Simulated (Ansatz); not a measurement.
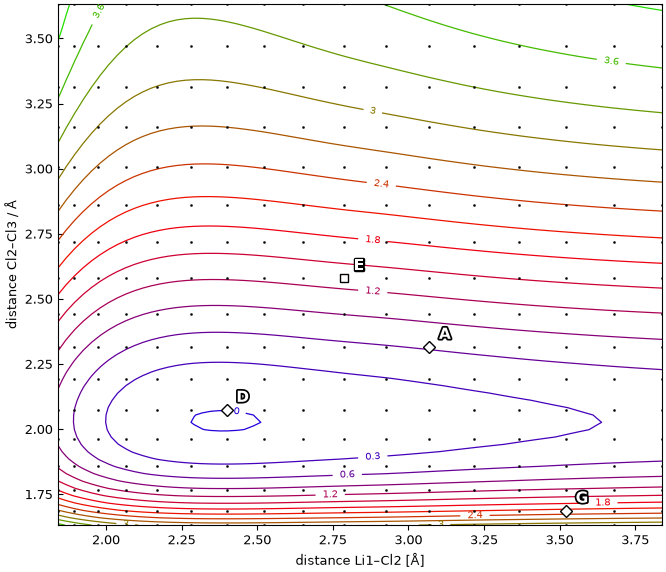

The system Li⁺ + Cl₂. The first coordinate is: distance Li1–Cl2; the second: distance Cl2–Cl3. Nothing is relaxed (the angle Li1–Cl2–Cl3 is fixed at 120 degrees). The grid has 17 × 17 points. Energies are in eV, from the lowest grid point. The reference is spin-restricted, so regions where a bond is pulled apart into radicals lie too high. Level of theory: Ansatz 0.2.0, RKS PBE0-D4/def2-SVPD.

In the figure: contour lines labelled in eV, dots at the grid points, lettered points. Between grid points the surface is interpolated.

**Is A the lowest point of the computed grid?**

No. A lies 0.63 eV above the lowest grid point, which is at distance Li1–Cl2 = 2.399 Å, distance Cl2–Cl3 = 2.073 Å.

**What kind of point is each of A, D, E, G: minimum, saddle, maximum or slope?**

A: on a slope; D: minimum; E: on a slope; G: on a slope. (In these two coordinates alone; a stationary point may lie a little off the grid point.)

**Rank the lettered points by energy, lowest first.**

D (0.00 eV), A (0.63 eV), E (1.33 eV), G (2.19 eV).
